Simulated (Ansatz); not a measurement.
# Molecular dynamics of CH$_{3}$NOSi (part 2 of 2)

Continued. System: CH$_{3}$NOSi, SMILES N=[Si]=CO. Method: RKS PBE0-D4/def2-SVP (Ansatz 0.2.0). 

Geometry of the input (Å):
```
N  -2.2526  0.4727  -0.4228
Si -0.7623  0.2788  0.1413
C  0.9943  0.1062  0.4457
O  1.6176  -1.1542  0.2326
H  -2.5515  1.1613  -1.0977
H  1.3425  0.4816  1.4102
H  1.6120  -1.3464  -0.7093
```

Trajectory as extended XYZ, continued:
```
7
Properties=species:S:1:pos:R:3:forces:R:3 step=12 time_fs=9.0 energy=-12482.13126 temperature=211.4
N    -2.2856    0.4892   -0.4188    1.7788  -0.7647   1.5538
Si   -0.7766    0.2790    0.1689   -0.9270  -0.4953   0.4194
C     1.0224    0.0543    0.4237   -0.8126   1.1131   1.4378
O     1.6174   -1.1320    0.2172    0.5304  -0.4201  -0.3398
H    -2.3760    1.0515   -1.2220   -0.4723   1.0752  -1.6537
H     1.2613    0.4756    1.4739   -0.1330  -0.4212  -1.5200
H     1.6518   -1.2859   -0.7360    0.0356  -0.0871   0.1024
7
Properties=species:S:1:pos:R:3:forces:R:3 step=13 time_fs=9.8 energy=-12482.17952 temperature=286.8
N    -2.2853    0.4907   -0.4155    1.5475  -0.2996   0.8442
Si   -0.7803    0.2797    0.1709   -0.7674  -0.5222   0.4852
C     1.0240    0.0530    0.4232   -1.0195   1.0740   1.0139
O     1.6171   -1.1285    0.2185    0.5876  -0.5426  -0.0049
H    -2.3779    1.0438   -1.2424   -0.3919   0.6246  -1.0149
H     1.2556    0.4547    1.4568   -0.0216  -0.1235  -0.9650
H     1.6551   -1.2756   -0.7266    0.0652  -0.2107  -0.3584
7
Properties=species:S:1:pos:R:3:forces:R:3 step=14 time_fs=10.5 energy=-12482.20246 temperature=336.7
N    -2.2849    0.4927   -0.4125    1.2411   0.3270  -0.1957
Si   -0.7848    0.2795    0.1730   -0.5903  -0.5290   0.5341
C     1.0253    0.0537    0.4242   -1.2162   0.8429   0.3476
O     1.6175   -1.1259    0.2198    0.5871  -0.5588   0.4091
H    -2.3874    1.0395   -1.2716   -0.2471  -0.0020  -0.0307
H     1.2488    0.4325    1.4382    0.1315   0.2418  -0.1989
H     1.6593   -1.2669   -0.7168    0.0939  -0.3218  -0.8654
7
Properties=species:S:1:pos:R:3:forces:R:3 step=15 time_fs=11.2 energy=-12482.17497 temperature=267.3
N    -2.2846    0.4953   -0.4098    0.9474   0.8106  -1.0830
Si   -0.7893    0.2790    0.1748   -0.4317  -0.5280   0.5645
C     1.0262    0.0556    0.4264   -1.4235   0.4638  -0.5681
O     1.6190   -1.1236    0.2209    0.5521  -0.5247   0.5982
H    -2.4027    1.0371   -1.2982   -0.0940  -0.4922   0.8180
H     1.2398    0.4125    1.4181    0.3363   0.6535   0.7868
H     1.6616   -1.2589   -0.7122    0.1133  -0.3829  -1.1163
7
Properties=species:S:1:pos:R:3:forces:R:3 step=16 time_fs=12.0 energy=-12482.12287 temperature=166.5
N    -2.2845    0.4982   -0.4079    0.7323   1.0621  -1.6197
Si   -0.7931    0.2791    0.1761   -0.3249  -0.5318   0.5830
C     1.0267    0.0577    0.4275   -1.5807   0.1142  -1.4111
O     1.6213   -1.1214    0.2225    0.5197  -0.5137   0.4520
H    -2.4171    1.0321   -1.3172    0.0173  -0.7474   1.3243
H     1.2295    0.3962    1.4031    0.5192   1.0037   1.6872
H     1.6629   -1.2537   -0.7128    0.1171  -0.3870  -1.0158
7
Properties=species:S:1:pos:R:3:forces:R:3 step=17 time_fs=12.8 energy=-12482.10282 temperature=124.4
N    -2.2843    0.5013   -0.4068    0.6091   1.1302  -1.8570
Si   -0.7959    0.2794    0.1771   -0.2724  -0.5370   0.6007
C     1.0265    0.0603    0.4281   -1.5674  -0.0640  -1.7052
O     1.6241   -1.1196    0.2248    0.4790  -0.5147  -0.0873
H    -2.4278    1.0227   -1.3289    0.0755  -0.8173   1.5374
H     1.2224    0.3860    1.4014    0.5714   1.1322   2.0149
H     1.6614   -1.2514   -0.7199    0.1048  -0.3294  -0.5035
7
Properties=species:S:1:pos:R:3:forces:R:3 step=18 time_fs=13.5 energy=-12482.13413 temperature=225.5
N    -2.2844    0.5057   -0.4058    0.5850   1.0096  -1.7594
Si   -0.7987    0.2794    0.1781   -0.2672  -0.5407   0.6112
C     1.0247    0.0630    0.4290   -1.3653  -0.0798  -1.3607
O     1.6278   -1.1186    0.2265    0.3879  -0.4487  -0.6960
H    -2.4401    1.0086   -1.3302    0.0808  -0.7030   1.4311
H     1.2190    0.3815    1.4142    0.4821   1.0187   1.6676
H     1.6584   -1.2491   -0.7304    0.0966  -0.2560   0.1063
7
Properties=species:S:1:pos:R:3:forces:R:3 step=19 time_fs=14.2 energy=-12482.19018 temperature=309.7
N    -2.2855    0.5119   -0.4057    0.7429   0.6322  -1.1668
Si   -0.8015    0.2794    0.1793   -0.3547  -0.5369   0.5861
C     1.0210    0.0646    0.4300   -1.0570  -0.0036  -0.6474
O     1.6320   -1.1185    0.2278    0.2599  -0.3151  -1.0920
H    -2.4527    0.9877   -1.3203   -0.0081  -0.3455   0.8641
H     1.2161    0.3824    1.4359    0.3218   0.7693   0.9200
H     1.6574   -1.2475   -0.7384    0.0953  -0.2003   0.5361
7
Properties=species:S:1:pos:R:3:forces:R:3 step=20 time_fs=15.0 energy=-12482.21939 temperature=374.7
N    -2.2860    0.5197   -0.4068    0.9992   0.1339  -0.2937
Si   -0.8037    0.2791    0.1801   -0.4720  -0.5278   0.5503
C     1.0159    0.0651    0.4316   -0.7060   0.1035   0.1769
O     1.6367   -1.1191    0.2296    0.1201  -0.1608  -1.3291
H    -2.4632    0.9629   -1.3086   -0.1676   0.1243   0.0297
H     1.2154    0.3873    1.4627    0.1359   0.4751   0.0325
H     1.6588   -1.2484   -0.7432    0.0905  -0.1482   0.8334
7
Properties=species:S:1:pos:R:3:forces:R:3 step=21 time_fs=15.8 energy=-12482.20746 temperature=345.9
N    -2.2850    0.5275   -0.4078    1.2576  -0.3382   0.6179
Si   -0.8055    0.2781    0.1805   -0.5597  -0.5184   0.5176
C     1.0109    0.0649    0.4337   -0.3824   0.1823   0.8657
O     1.6420   -1.1201    0.2312   -0.0291   0.0201  -1.3328
H    -2.4780    0.9391   -1.2971   -0.3550   0.5659  -0.8451
H     1.2146    0.3953    1.4893   -0.0205   0.2009  -0.7454
H     1.6600   -1.2513   -0.7435    0.0892  -0.1125   0.9221
7
Properties=species:S:1:pos:R:3:forces:R:3 step=22 time_fs=16.5 energy=-12482.17848 temperature=316.4
N    -2.2833    0.5346   -0.4084    1.5024  -0.7117   1.4127
Si   -0.8076    0.2770    0.1814   -0.6104  -0.5066   0.4779
C     1.0064    0.0650    0.4359   -0.1304   0.1832   1.2624
O     1.6477   -1.1215    0.2319   -0.1879   0.2518  -1.0244
H    -2.4980    0.9191   -1.2865   -0.5477   0.9054  -1.5981
H     1.2140    0.4078    1.5076   -0.1140  -0.0155  -1.2552
H     1.6611   -1.2557   -0.7381    0.0881  -0.1067   0.7247
7
Properties=species:S:1:pos:R:3:forces:R:3 step=23 time_fs=17.2 energy=-12482.17463 temperature=287.5
N    -2.2798    0.5416   -0.4082    1.5117  -0.7629   1.5212
Si   -0.8096    0.2756    0.1820   -0.5560  -0.5012   0.4648
C     1.0026    0.0647    0.4380    0.0400   0.1412   1.3889
O     1.6527   -1.1232    0.2322   -0.3286   0.4798  -0.5974
H    -2.5217    0.9067   -1.2845   -0.5927   0.9316  -1.6895
H     1.2157    0.4232    1.5143   -0.1596  -0.1658  -1.4951
H     1.6621   -1.2598   -0.7306    0.0851  -0.1226   0.4073
7
Properties=species:S:1:pos:R:3:forces:R:3 step=24 time_fs=18.0 energy=-12482.19731 temperature=328.4
N    -2.2745    0.5488   -0.4063    1.2139  -0.5256   0.9288
Si   -0.8115    0.2738    0.1823   -0.4019  -0.5110   0.4888
C     0.9989    0.0637    0.4393    0.1536   0.0963   1.3843
O     1.6569   -1.1257    0.2335   -0.4532   0.6707  -0.2999
H    -2.5470    0.9002   -1.2913   -0.4336   0.6872  -1.1192
H     1.2173    0.4390    1.5125   -0.1727  -0.2659  -1.5682
H     1.6596   -1.2622   -0.7249    0.0938  -0.1517   0.1853
7
Properties=species:S:1:pos:R:3:forces:R:3 step=25 time_fs=18.8 energy=-12482.22833 temperature=365.7
N    -2.2697    0.5558   -0.4039    0.7878  -0.2192   0.1089
Si   -0.8133    0.2717    0.1824   -0.2424  -0.5231   0.5010
C     0.9944    0.0628    0.4408    0.2163  -0.0657   1.1357
O     1.6617   -1.1287    0.2352   -0.5910   0.8794  -0.0387
H    -2.5724    0.8960   -1.3021   -0.1580   0.3763  -0.3214
H     1.2148    0.4524    1.4994   -0.1167  -0.2661  -1.3764
H     1.6558   -1.2653   -0.7192    0.1039  -0.1816  -0.0091
7
Properties=species:S:1:pos:R:3:forces:R:3 step=26 time_fs=19.5 energy=-12482.25178 temperature=393.5
N    -2.2659    0.5623   -0.4016    0.3934   0.0111  -0.5639
Si   -0.8152    0.2693    0.1825   -0.0970  -0.5340   0.4943
C     0.9887    0.0614    0.4424    0.2062  -0.3751   0.5706
O     1.6668   -1.1326    0.2368   -0.7345   1.0905   0.1513
H    -2.5949    0.8928   -1.3116    0.1080   0.1390   0.3403
H     1.2109    0.4633    1.4731    0.0160  -0.1313  -0.8575
H     1.6537   -1.2690   -0.7150    0.1080  -0.2002  -0.1351
7
Properties=species:S:1:pos:R:3:forces:R:3 step=27 time_fs=20.2 energy=-12482.25364 temperature=398.8
N    -2.2625    0.5690   -0.3995    0.0548   0.1533  -1.0388
Si   -0.8178    0.2668    0.1828    0.0704  -0.5511   0.4989
C     0.9835    0.0594    0.4436    0.0993  -0.7494  -0.1981
O     1.6714   -1.1363    0.2388   -0.8594   1.2524   0.1896
H    -2.6124    0.8870   -1.3191    0.3112  -0.0051   0.7948
H     1.2073    0.4755    1.4397    0.2089   0.1049  -0.1286
H     1.6520   -1.2717   -0.7132    0.1148  -0.2049  -0.1178
7
Properties=species:S:1:pos:R:3:forces:R:3 step=28 time_fs=21.0 energy=-12482.23010 temperature=411.8
N    -2.2599    0.5759   -0.3973   -0.2459   0.2455  -1.4029
Si   -0.8207    0.2641    0.1828    0.2612  -0.5732   0.5256
C     0.9795    0.0570    0.4450   -0.1356  -1.1544  -1.1412
O     1.6756   -1.1380    0.2411   -0.9387   1.3172   0.0670
H    -2.6275    0.8800   -1.3248    0.4745  -0.0944   1.1289
H     1.2036    0.4912    1.4027    0.4611   0.4347   0.7517
H     1.6470   -1.2778   -0.7135    0.1234  -0.1754   0.0709
7
Properties=species:S:1:pos:R:3:forces:R:3 step=29 time_fs=21.8 energy=-12482.19331 temperature=404.0
N    -2.2577    0.5829   -0.3957   -0.4793   0.2858  -1.6193
Si   -0.8239    0.2606    0.1823    0.4512  -0.5973   0.5747
C     0.9757    0.0531    0.4467   -0.4053  -1.4893  -1.9754
O     1.6791   -1.1380    0.2441   -0.9791   1.2711  -0.2198
H    -2.6413    0.8734   -1.3267    0.5828  -0.1284   1.3117
H     1.2034    0.5089    1.3697    0.6903   0.7671   1.5073
H     1.6386   -1.2879   -0.7155    0.1394  -0.1089   0.4207
7
Properties=species:S:1:pos:R:3:forces:R:3 step=30 time_fs=22.5 energy=-12482.18116 temperature=348.5
N    -2.2558    0.5890   -0.3946   -0.6091   0.2689  -1.6455
Si   -0.8270    0.2572    0.1820    0.6071  -0.6175   0.6270
C     0.9720    0.0480    0.4484   -0.5807  -1.5454  -2.2812
O     1.6810   -1.1374    0.2472   -0.9802   1.1936  -0.3259
H    -2.6559    0.8660   -1.3225    0.6239  -0.1081   1.3156
H     1.2088    0.5329    1.3467    0.7855   0.8770   1.7273
H     1.6292   -1.2981   -0.7134    0.1535  -0.0685   0.5827
7
Properties=species:S:1:pos:R:3:forces:R:3 step=31 time_fs=23.2 energy=-12482.20966 temperature=380.3
N    -2.2548    0.5935   -0.3935   -0.5868   0.1838  -1.4323
Si   -0.8297    0.2540    0.1825    0.7137  -0.6310   0.6693
C     0.9686    0.0420    0.4486   -0.6066  -1.2357  -1.9722
O     1.6821   -1.1369    0.2500   -0.9498   1.1468  -0.1412
H    -2.6675    0.8563   -1.3124    0.5600  -0.0260   1.0963
H     1.2195    0.5657    1.3324    0.7085   0.6591   1.3431
H     1.6182   -1.3056   -0.7053    0.1609  -0.0969   0.4370
7
Properties=species:S:1:pos:R:3:forces:R:3 step=32 time_fs=24.0 energy=-12482.24800 temperature=418.0
N    -2.2545    0.5963   -0.3938   -0.3395   0.0028  -0.8677
Si   -0.8326    0.2504    0.1833    0.7573  -0.6381   0.6955
C     0.9650    0.0358    0.4472   -0.5123  -0.6667  -1.3203
O     1.6834   -1.1361    0.2526   -0.9090   1.1235   0.1438
H    -2.6731    0.8440   -1.2964    0.3203   0.1454   0.5391
H     1.2300    0.6038    1.3249    0.5168   0.1923   0.6295
H     1.6045   -1.3130   -0.6948    0.1664  -0.1592   0.1802
7
Properties=species:S:1:pos:R:3:forces:R:3 step=33 time_fs=24.8 energy=-12482.25307 temperature=455.2
N    -2.2550    0.5981   -0.3950    0.1027  -0.2481  -0.0057
Si   -0.8355    0.2463    0.1843    0.7604  -0.6382   0.7076
C     0.9615    0.0293    0.4449   -0.4133  -0.0503  -0.6997
O     1.6852   -1.1353    0.2548   -0.8684   1.1139   0.4125
H    -2.6739    0.8327   -1.2772   -0.0752   0.3797  -0.3027
H     1.2396    0.6438    1.3166    0.3179  -0.3170  -0.0377
H     1.5880   -1.3195   -0.6845    0.1759  -0.2399  -0.0743
7
Properties=species:S:1:pos:R:3:forces:R:3 step=34 time_fs=25.5 energy=-12482.21633 temperature=449.1
N    -2.2553    0.5997   -0.3964    0.6016  -0.5025   0.9128
Si   -0.8382    0.2417    0.1858    0.7401  -0.6270   0.7113
C     0.9586    0.0230    0.4419   -0.3077   0.5777  -0.1453
O     1.6870   -1.1345    0.2573   -0.7930   1.1277   0.8077
H    -2.6740    0.8245   -1.2591   -0.5087   0.6124  -1.1917
H     1.2516    0.6835    1.3080    0.1085  -0.8306  -0.6263
H     1.5721   -1.3270   -0.6707    0.1593  -0.3577  -0.4686
7
Properties=species:S:1:pos:R:3:forces:R:3 step=35 time_fs=26.2 energy=-12482.16089 temperature=323.0
N    -2.2551    0.6009   -0.3979    0.9869  -0.6870   1.5806
Si   -0.8401    0.2366    0.1874    0.6884  -0.6016   0.7046
C     0.9560    0.0181    0.4383   -0.1892   1.1270   0.2934
O     1.6885   -1.1327    0.2604   -0.6999   1.1144   1.1041
H    -2.6750    0.8216   -1.2466   -0.8258   0.7740  -1.8254
H     1.2642    0.7177    1.3009   -0.0909  -1.2745  -1.0881
H     1.5592   -1.3376   -0.6574    0.1305  -0.4522  -0.7692
7
Properties=species:S:1:pos:R:3:forces:R:3 step=36 time_fs=27.0 energy=-12482.14456 temperature=329.5
N    -2.2554    0.6018   -0.3992    1.0623  -0.7128   1.6480
Si   -0.8419    0.2312    0.1896    0.5939  -0.5575   0.6734
C     0.9527    0.0141    0.4348   -0.1033   1.4657   0.5015
O     1.6886   -1.1306    0.2644   -0.6723   0.9646   0.8397
H    -2.6794    0.8212   -1.2457   -0.8261   0.7700  -1.8456
H     1.2761    0.7410    1.2880   -0.2245  -1.5076  -1.2893
H     1.5478   -1.3486   -0.6532    0.1699  -0.4223  -0.5278
7
Properties=species:S:1:pos:R:3:forces:R:3 step=37 time_fs=27.8 energy=-12482.17312 temperature=372.4
N    -2.2560    0.6021   -0.3992    0.7855  -0.5666   1.0787
Si   -0.8437    0.2253    0.1924    0.4920  -0.5046   0.6304
C     0.9491    0.0107    0.4316   -0.0759   1.6265   0.5115
O     1.6878   -1.1282    0.2694   -0.7009   0.6843   0.1589
H    -2.6899    0.8194   -1.2554   -0.4900   0.5923  -1.2259
H     1.2865    0.7548    1.2663   -0.2870  -1.5445  -1.2661
H     1.5374   -1.3594   -0.6563    0.2762  -0.2875   0.1124
7
Properties=species:S:1:pos:R:3:forces:R:3 step=38 time_fs=28.5 energy=-12482.20478 temperature=458.2
N    -2.2575    0.6014   -0.3975    0.3151  -0.3410   0.1828
Si   -0.8451    0.2192    0.1955    0.3941  -0.4467   0.5856
C     0.9456    0.0082    0.4292   -0.0866   1.6636   0.4102
O     1.6875   -1.1248    0.2754   -0.7395   0.3862  -0.5120
H    -2.7019    0.8185   -1.2727    0.0282   0.3359  -0.2795
H     1.2970    0.7615    1.2394   -0.3067  -1.4389  -1.1062
H     1.5264   -1.3684   -0.6589    0.3955  -0.1591   0.7190
7
Properties=species:S:1:pos:R:3:forces:R:3 step=39 time_fs=29.2 energy=-12482.22034 temperature=526.3
N    -2.2597    0.6009   -0.3947   -0.1515  -0.1253  -0.7129
Si   -0.8466    0.2126    0.1995    0.2708  -0.3750   0.5245
C     0.9414    0.0063    0.4273   -0.1136   1.5523   0.2094
O     1.6865   -1.1215    0.2815   -0.7532   0.1485  -0.9320
H    -2.7134    0.8198   -1.2930    0.5537   0.0835   0.6776
H     1.3078    0.7615    1.2087   -0.2845  -1.1974  -0.8331
H     1.5149   -1.3780   -0.6559    0.4783  -0.0865   1.0665
7
Properties=species:S:1:pos:R:3:forces:R:3 step=40 time_fs=30.0 energy=-12482.22377 temperature=487.7
N    -2.2617    0.6006   -0.3918   -0.4901   0.0289  -1.3729
Si   -0.8482    0.2057    0.2039    0.1407  -0.3048   0.4523
C     0.9361    0.0041    0.4253   -0.1716   1.2932  -0.0822
O     1.6852   -1.1187    0.2869   -0.7161   0.0175  -0.9965
H    -2.7206    0.8222   -1.3115    0.9437  -0.1059   1.3983
H     1.3151    0.7562    1.1760   -0.1971  -0.8323  -0.4640
H     1.5073   -1.3877   -0.6457    0.4906  -0.0967   1.0649
```

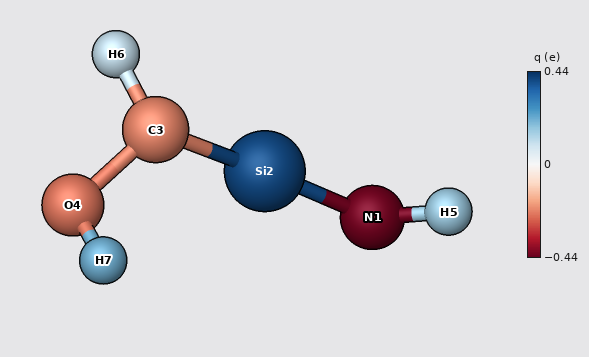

*Mulliken charges, as the colour of each atom (ball-and-stick view, seen at a tilt; atoms are numbered from 1 in the order of the input).*

By element: N −0.42, Si +0.39, C −0.22, O −0.23 and H +0.11 to +0.21 e.
